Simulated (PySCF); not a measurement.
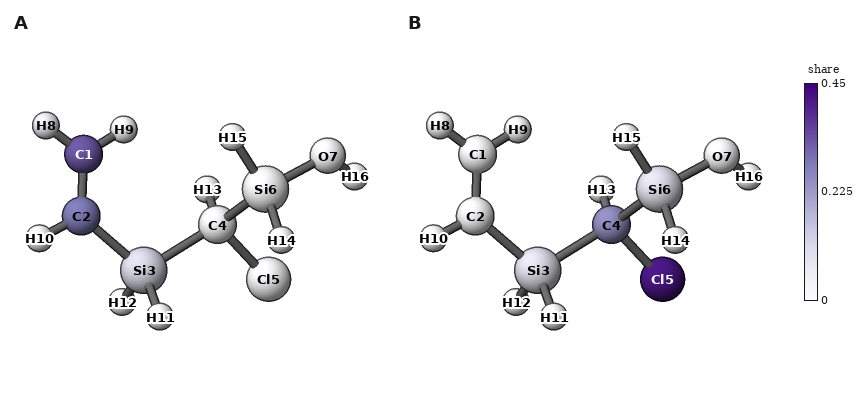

Each panel colours the atoms by their Löwdin share in one orbital (up to four of the largest shares; other atoms are shown as zero). Computed geometry: GFN2-xTB optimisation. No frequency run is at hand to confirm it as a minimum. Computed with B3LYP/def2-SVPD (PySCF 2.14.0).

The panels show the HOMO, LUMO, in some order. Which is which?

Answer. A: LUMO, −0.90 eV; C1 0.33, C2 0.28, Si3 0.10, H8 0.05
B: HOMO, −7.74 eV; Cl5 0.41, C4 0.24, Si6 0.09, Si3 0.08

The geometry is semi-empirical. Around Si such bond lengths and angles can be off by a tenth of an ångström or more and by several degrees, and values that hang on the shape move with them.
